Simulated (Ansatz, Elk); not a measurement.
## How far do independent atoms describe BaCrS3?

The structure of BaCrS3 used here is made up (a known structure type with other elements) and was relaxed beforehand with PBE. The aim is the Fourier transform of its all-electron density, F(hkl), set beside the sum over free spherical atoms that refinements use.

Main program and level: Elk 11.2.3 (patched build); DFT, PBE, all-electron APW+lo, Dirac cores, scalar-relativistic bands, static density, ferromagnetic start.

The structure was built from a prototype and need not be the compound's stable phase.

## Step 1: The starting structure

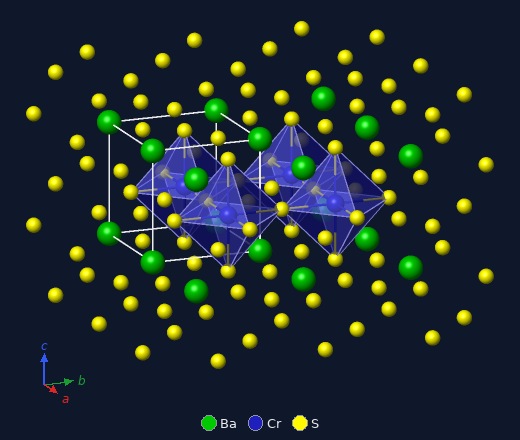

The starting structure, seen slightly off an axis (barium green, chromium blue, sulfur yellow). 2×2×1 cells are drawn. Some periodic images of atoms are drawn too.

As a file:

```cif
data_structure
_symmetry_space_group_name_H-M 'Pm-3m'
_symmetry_Int_Tables_number 221
_cell_length_a 4.7522
_cell_length_b 4.7522
_cell_length_c 4.7522
_cell_angle_alpha 90.000
_cell_angle_beta 90.000
_cell_angle_gamma 90.000
_cell_volume 107.32
loop_
_atom_site_label
_atom_site_type_symbol
_atom_site_symmetry_multiplicity
_atom_site_Wyckoff_symbol
_atom_site_fract_x
_atom_site_fract_y
_atom_site_fract_z
_atom_site_occupancy
Ba1 Ba 1 a 0.00000 0.00000 0.00000 1
Cr1 Cr 1 b 0.50000 0.50000 0.50000 1
S1 S 3 c 0.50000 0.50000 0.00000 1
```

## Step 2: Ground state and structure factors

An all-electron density is needed, since X-rays see the cores too. Task 0 finds the density and task 195 Fourier-transforms it; tshift is off so that phases refer to the origin typed.

The input, elk.in:

```
tasks
  0
  195
  196

xctype
  20

spinpol
  .true.

rgkmax
  7.0

gmaxvr
  14.0

lmaxo
  7

lmaxapw
  8

swidth
  0.002

tshift
  .false.

ramdisk
  .false.

hmaxvr
  5.5

maxscl
  120

epspot
  1e-06

reducebf
  0.8

sppath
  './'

avec
  8.98043782029 -0.00000000000 -0.00000000000
  -0.00000000000 8.98043782029 -0.00000000000
  -0.00000000000 -0.00000000000 8.98043782029

atoms
  3
  'Ba.in'
  1
  -0.0000000000 0.0000000000 -0.0000000000   0.000000 0.000000 0.000000
  'Cr.in'
  1
  0.5000000000 0.5000000000 0.5000000000   0.000000 0.000000 -0.115000
  'S.in'
  3
  0.5000000000 0.5000000000 0.0000000000   0.000000 0.000000 0.000000
  0.5000000000 -0.0000000000 0.5000000000   0.000000 0.000000 0.000000
  0.0000000000 0.5000000000 0.5000000000   0.000000 0.000000 0.000000

ngridk
  4 4 4
```

Started as:

```sh
> OMP_NUM_THREADS=4 elk
```

Numbers of over 12 decimals in the logs are rounded to 6 here.

What it wrote:

```text
┌─────────────────────────┐
│ Elk code version 11.2.3 │
└─────────────────────────┘

All units are atomic (Hartree, Bohr, etc.)

┌─────────────────────────────────────────────────┐
│ Ground-state run starting from atomic densities │
└─────────────────────────────────────────────────┘

Lattice vectors :
   8.980437820      -0.000000000      -0.000000000
  -0.000000000       8.980437820      -0.000000000
  -0.000000000      -0.000000000       8.980437820

Reciprocal lattice vectors :
  0.6996524482       0.000000000       0.000000000
   0.000000000      0.6996524482       0.000000000
   0.000000000       0.000000000      0.6996524482

Unit cell volume      :    724.2567152
Brillouin zone volume :   0.3424893525

Muffin-tin inner radius fraction :   0.1000000000E-01

Nuclei treated as point charges

Species : 1 (Ba)
 parameters loaded from : Ba.in
 name : barium
 nuclear charge    :   -56.00000000
 electronic charge :    56.00000000
 atomic mass :    250331.8071
 muffin-tin radius :    2.800000000
 number of radial points in muffin-tin :   1393
 inner part over the whole radius :   0.9950032293E-02
 number on inner part of muffin-tin    :    996
 approximate nuclear radius :   0.9171481901E-04
 number of mesh points to nuclear radius :    504
 atomic positions (lattice), magnetic fields (Cartesian) :
  1 :   0.00000000  0.00000000  0.00000000    0.00000000  0.00000000  0.00000000

Species : 2 (Cr)
 parameters loaded from : Cr.in
 name : chromium
 nuclear charge    :   -24.00000000
 electronic charge :    24.00000000
 atomic mass :    94783.09202
 muffin-tin radius :    2.316635953
 number of radial points in muffin-tin :    993
 inner part over the whole radius :   0.9961623545E-02
 number on inner part of muffin-tin    :    699
 approximate nuclear radius :   0.6987106690E-04
 number of mesh points to nuclear radius :    329
 atomic positions (lattice), magnetic fields (Cartesian) :
  1 :   0.50000000  0.50000000  0.50000000    0.00000000  0.00000000 -0.11500000

Species : 3 (S)
 parameters loaded from : S.in
 name : sulphur
 nuclear charge    :   -16.00000000
 electronic charge :    16.00000000
 atomic mass :    58450.91931
 muffin-tin radius :    2.123582957
 number of radial points in muffin-tin :    793
 inner part over the whole radius :   0.9996636372E-02
 number on inner part of muffin-tin    :    554
 approximate nuclear radius :   0.6195814986E-04
 number of mesh points to nuclear radius :    251
 atomic positions (lattice), magnetic fields (Cartesian) :
  1 :   0.50000000  0.50000000  0.00000000    0.00000000  0.00000000  0.00000000
  2 :   0.50000000  0.00000000  0.50000000    0.00000000  0.00000000  0.00000000
  3 :   0.00000000  0.50000000  0.50000000    0.00000000  0.00000000  0.00000000

Total number of atoms per unit cell :    5
Total muffin-tin volume :    264.3733367
 ratio of muffin-tin to unit cell volume :   0.3650271115

Spin treatment :
 spin-polarised
 global magnetic field (Cartesian) :    0.000000000       0.000000000       0.000000000
 collinear magnetisation in z-direction

Number of Bravais lattice symmetries :   48
Number of crystal symmetries         :   48
Crystal has inversion symmetry
Real symmetric eigensolver will be used

k-point grid :      4     4     4
k-point offset :    0.000000000       0.000000000       0.000000000
k-point set is reduced with full crystal symmetry group
Total number of k-points :       10

Muffin-tin radius times maximum |G+k| :    7.000000000
 using average radius
Maximum |G+k| for APW functions       :    3.046820537
Maximum (1/2)|G+k|²                   :    4.641557693
Maximum |G| for potential and density :    14.00000000
Constant for pseudocharge density :   10
 order of it for each species :   17  17  17
 order of it for pair densities of each species (exact exchange by exxq0 0: 18) :   14  10   8
Radial integration step length :    1

G-vector grid sizes :     42    42    42
Number of G-vectors :    33401

Maximum angular momentum used for
[...]
Absolute change in total energy (target)   :    1.307602033     (  0.1000000000E-03)

[... loops 3 to 21 left out ...]

┌──────────────────┐
│ Loop number : 22 │
└──────────────────┘

Energies :
 Fermi                       :     0.223954
 sum of occupied eigenvalues :     -6288.7412266158
 electron kinetic            :      10954.004246686
 core electron kinetic       :      10549.017351172
 Coulomb                     :     -21017.857441145
 Coulomb potential           :     -16820.851623520
 nuclear-nuclear             :     -1064.2083289646
 electron-nuclear            :     -23105.272647873
 Hartree                     :      3151.6235356926
 Madelung                    :     -12607.431629385
 xc potential                :     -421.76554990909
 xc effective B-field        :    -0.128289
 external B-field            :      0.000000
 exchange                    :     -318.14734311487
 correlation                 :     -6.033298
 electron entropic           :    -0.20295841141564E-02
 total energy                :     -10388.035865108
 (external B-field energy excluded from total)

Density of states at Fermi energy :    162.8480280
 (states/Hartree/unit cell)

Estimated indirect band gap :   0.8665491847E-03
 from k-point 10 to k-point 5
Estimated direct band gap   :   0.7037899641E-02
 at k-point 4

Charges :
 core                        :    76.00000000
 valence                     :    52.00000000
 interstitial                :    8.960687533
 muffin-tins (core leakage)
  species : 1 (Ba)
[...]
species : 2 (Cr)
[...]
species : 3 (S)
[...]
total in muffin-tins        :    119.0393125
 total calculated charge     :    127.9988607
 total charge                :    128.0000000
 error                       :   0.1139318956E-02

Moments :
 interstitial                :   0.1471372077
 muffin-tins
  species : 1 (Ba)
[...]
species : 2 (Cr)
[...]
species : 3 (S)
[...]
total in muffin-tins        :    2.226729271
 total moment                :    2.373866479

RMS change in Kohn-Sham potential (target) :   0.4652660273E-06 (  0.1000000000E-05)
Absolute change in total energy (target)   :   0.3108300007E-04 (  0.1000000000E-03)

Convergence targets achieved

┌──────────────────┐
│ Loop number : 23 │
└──────────────────┘

Energies :
 Fermi                       :     0.223955
 sum of occupied eigenvalues :     -6288.7412335171
 electron kinetic            :      10954.004245580
 core electron kinetic       :      10549.017355615
 Coulomb                     :     -21017.857433497
 Coulomb potential           :     -16820.851637390
 nuclear-nuclear             :     -1064.2083289646
 electron-nuclear            :     -23105.272618706
 Hartree                     :      3151.6235141730
 Madelung                    :     -12607.431614802
 xc potential                :     -421.76554589146
 xc effective B-field        :    -0.128289
 external B-field            :      0.000000
 exchange                    :     -318.14734181106
 correlation                 :     -6.033298
 electron entropic           :    -0.20295927078442E-02
 total energy                :     -10388.035857282
 (external B-field energy excluded from total)

Density of states at Fermi energy :    162.8485811
 (states/Hartree/unit cell)

Estimated indirect band gap :   0.8665024605E-03
 from k-point 10 to k-point 5
Estimated direct band gap   :   0.7037890975E-02
 at k-point 4

Charges :
 core                        :    76.00000000
 valence                     :    52.00000000
 interstitial                :    8.960688132
 muffin-tins (core leakage)
  species : 1 (Ba)
[...]
species : 2 (Cr)
[...]
species : 3 (S)
   atom 1                    :    14.29973591     (  0.1168802786E-03)
   atom 2                    :    14.29973591     (  0.1168802786E-03)
   atom 3                    :    14.29973591     (  0.1168802786E-03)
 total in muffin-tins        :    119.0393119
 total calculated charge     :    127.9988607
 total charge                :    128.0000000
 error                       :   0.1139318940E-02

Moments :
 interstitial                :   0.1471372512
 muffin-tins
  species : 1 (Ba)
[...]
species : 2 (Cr)
[...]
species : 3 (S)
   atom 1                    :  -0.7832238482E-01
   atom 2                    :  -0.7832238482E-01
   atom 3                    :  -0.7832238482E-01
 total in muffin-tins        :    2.226725037
 total moment                :    2.373862288

┌──────────────────────────────┐
│ Self-consistent loop stopped │
└──────────────────────────────┘

Warning : core states of species 3 leak from the muffin-tin :   0.1168802786E-03

Wrote STATE.OUT
```

Run time: 2 min. Hardware: 4 threads of Arm Neoverse V1, shared host; peak memory 0.47 GiB.

SFACRHO.OUT:

```text

h k l indices transformed by vhmat matrix:
   1.000000000       0.000000000       0.000000000    
   0.000000000       1.000000000       0.000000000    
   0.000000000       0.000000000       1.000000000    

      h      k      l  multipl.   |H|            Re(F)            Im(F)           |F|

      0      0      0      1   0.0000000       128.00000     -0.11580158E-15   128.00000    
      0     -1      0      6  0.69965245       15.344126     -0.48518047E-14   15.344126    
     -1      0      1     12  0.98945798       54.943343     -0.20783647E-14   54.943343    
      1      1      1      8   1.2118336       62.391511     -0.16339790E-14   62.391511    
      0      0     -2      6   1.3993049       94.140967      0.10181864E-13   94.140967    
     -1      0     -2     24   1.5644704       15.330169     -0.85378718E-14   15.330169    
     -1      1     -2     24   1.7137915       47.301057     -0.64914490E-15   47.301057    
      2      2      0     12   1.9789160       80.694995     -0.16247650E-13   80.694995    
      2     -2      1     24   2.0989573       14.647047      0.28143307E-14   14.647047    
      0      0      3      6   2.0989573       14.540809      0.67346319E-13   14.540809    
     -3      1      0     24   2.2124953       42.310847      0.84029235E-14   42.310847    
     -1     -1     -3     24   2.3204847       47.646256      0.70578070E-14   47.646256    
      2     -2     -2      8   2.4236672       73.030556      0.74234891E-14   73.030556    
     -2     -3      0     24   2.5226328       13.916976     -0.65152037E-13   13.916976    
     -2      1      3     48   2.6178598       38.592510     -0.21609312E-13   38.592510    
      4      0      0      6   2.7986098       67.704679     -0.13681836E-13   67.704679    
      3      2     -2     24   2.8847409       13.376861      0.58269701E-13   13.376861    
     -4      0     -1     24   2.8847409       13.369138     -0.88320619E-14   13.369138
```

Elk indexes on the primitive cell of elk.in and gives |H| = 4π sin θ/λ in inverse bohr. Below, one row stands for each form hkl of the conventional cell (m members, Friedel mates merged), F is for one primitive cell and the density is static (no thermal factor). Free-atom factors are Waasmaier and Kirfel's, and R is Σm||F|−|F'||/Σm|F|.

```tsv
hkl	m	sin θ/λ (Å⁻¹)	abs F, DFT	neutral atoms	diff.
100	6	0.105	15.344	15.148	+0.196
110	12	0.149	54.943	55.365	-0.422
111	8	0.182	62.392	61.667	+0.724
200	6	0.210	94.141	94.331	-0.189
210	24	0.235	15.330	15.049	+0.282
211	24	0.258	47.301	47.517	-0.215
220	12	0.298	80.695	80.983	-0.288
221	24	0.316	14.647	14.469	+0.178
300	6	0.316	14.541	14.469	+0.072
310	24	0.333	42.311	42.316	-0.005
311	24	0.349	47.646	47.739	-0.093
222	8	0.364	73.031	73.155	-0.124
320	24	0.379	13.917	13.932	-0.015
321	48	0.394	38.593	38.568	+0.025
400	6	0.421	67.705	67.713	-0.008
322	24	0.434	13.377	13.425	-0.049
410	24	0.434	13.369	13.425	-0.056
411	24	0.446	35.779	35.694	+0.085
```

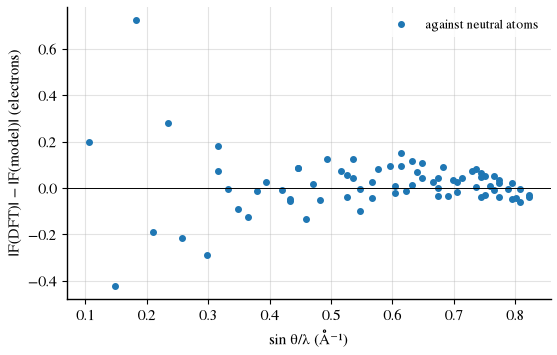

Difference between the calculated structure factors and the independent-atom ones.

## Step 3: The magnetisation density

The same run holds the spin density, and task 196 transforms it. The order is that of the start, and no other was tried.

SFACMAG_1.OUT:

```text

h k l indices transformed by vhmat matrix:
   1.000000000       0.000000000       0.000000000    
   0.000000000       1.000000000       0.000000000    
   0.000000000       0.000000000       1.000000000    

      h      k      l  multipl.   |H|            Re(F)            Im(F)           |F|

      0      0      0      1   0.0000000       2.3738624      0.16444130E-18   2.3738624    
      0     -1      0      6  0.69965245      -2.1445970     -0.19885751E-15   2.1445970    
     -1      0      1     12  0.98945798       2.0072386     -0.94576455E-16   2.0072386    
      1      1      1      8   1.2118336      -1.8792822      0.58467346E-15   1.8792822    
      0      0     -2      6   1.3993049       1.3804834      0.27540193E-15   1.3804834    
     -1      0     -2     24   1.5644704      -1.3039461     -0.42640535E-15   1.3039461    
     -1      1     -2     24   1.7137915       1.2312919      0.25889253E-15   1.2312919    
      2      2      0     12   1.9789160      0.93050482     -0.40644159E-15  0.93050482    
      2     -2      1     24   2.0989573     -0.89087327      0.12508627E-15  0.89087327    
      0      0      3      6   2.0989573     -0.69707276      0.17122401E-14  0.69707276    
     -3      1      0     24   2.2124953      0.68198069      0.81035532E-15  0.68198069    
     -1     -1     -3     24   2.3204847     -0.66165512     -0.17057788E-14  0.66165512    
      2     -2     -2      8   2.4236672      0.68771291      0.16296986E-15  0.68771291    
     -2     -3      0     24   2.5226328     -0.55447575     -0.13712715E-14  0.55447575    
     -2      1      3     48   2.6178598      0.53819419     -0.62960295E-15  0.53819419    
      4      0      0      6   2.7986098      0.33567758     -0.82981501E-16  0.33567758
```

The total moment is 2.37 μB a cell; sphere moments: Ba1 +0.01, Cr2 +2.45, S3 -0.08, S4 -0.08, S5 -0.08 μB. Polarised neutrons measure spin and orbital magnetisation together; without spin-orbit coupling the run gives the spin part:

```tsv
hkl	sin θ/λ (Å⁻¹)	abs F_M (μB)
100	0.105	2.145
110	0.149	2.007
111	0.182	1.879
200	0.210	1.381
210	0.235	1.304
211	0.258	1.231
220	0.298	0.930
221	0.316	0.891
300	0.316	0.697
310	0.333	0.682
311	0.349	0.662
222	0.364	0.688
320	0.379	0.554
321	0.394	0.538
```

## Step 4: The highest occupied states alone

An energy window below the Fermi level keeps the highest occupied states, to see at which angles they scatter; shallow core shells can lie inside it and anion s states outside. No new self-consistency is needed.

Changes to elk.in since step 2:

```diff
@@ -1,5 +1,3 @@
 tasks
-  0
   195
-  196
 
@@ -44,2 +42,5 @@
 
+wsfac
+  -0.327290 0.523950
+
 sppath
```

Started as:

```sh
> OMP_NUM_THREADS=4 elk
```

What it wrote:

```text
┌─────────────────────────────────┐
│ Elk code version 11.2.3 started │
└─────────────────────────────────┘

Info(readinput): the functional depends on the density's gradient
 muffin-tin radial points multiplied by    2.00000
 (not where nrmtscf is given)

┌────────────────────┐
│ Current task : 195 │
└────────────────────┘
Info(checkmt): changed muffin-tin radius of species 2 (Cr) from   2.4000 to   2.3166
Info(checkmt): changed muffin-tin radius of species 3 (S) from   2.2000 to   2.1236

Info(sfacrho): density structure factors written to SFACRHO.OUT

 Energy window :  -0.3272900000      0.5239500000

┌──────────────────┐
│ Elk code stopped │
└──────────────────┘
```

Wall time 15 s (4 threads); peak memory 0.25 GiB; 18 s of CPU time.

States within 15 eV below the Fermi level hold 32.00 electrons; any levels below the window count with the cores. Their amplitudes can exceed the total, where window and core parts have opposite phase:

```tsv
hkl	sin θ/λ (Å⁻¹)	abs F, window	abs F, all
100	0.105	3.998	15.344
110	0.149	2.929	54.943
111	0.182	6.069	62.392
200	0.210	7.974	94.141
210	0.235	2.030	15.330
211	0.258	1.405	47.301
220	0.298	2.041	80.695
221	0.316	1.334	14.647
300	0.316	1.435	14.541
310	0.333	0.906	42.311
```

[end of part 1 of 2]

[Logs are printed without paths, hosts, clocks, repeated set-up lines and the standing remarks that a program may print on its own settings, such as how far it seeks lower states.]

[Hosts, paths, dates, database ids (printed as entryN), source tags and the programs' standing remarks are cut or masked in the printed files.]
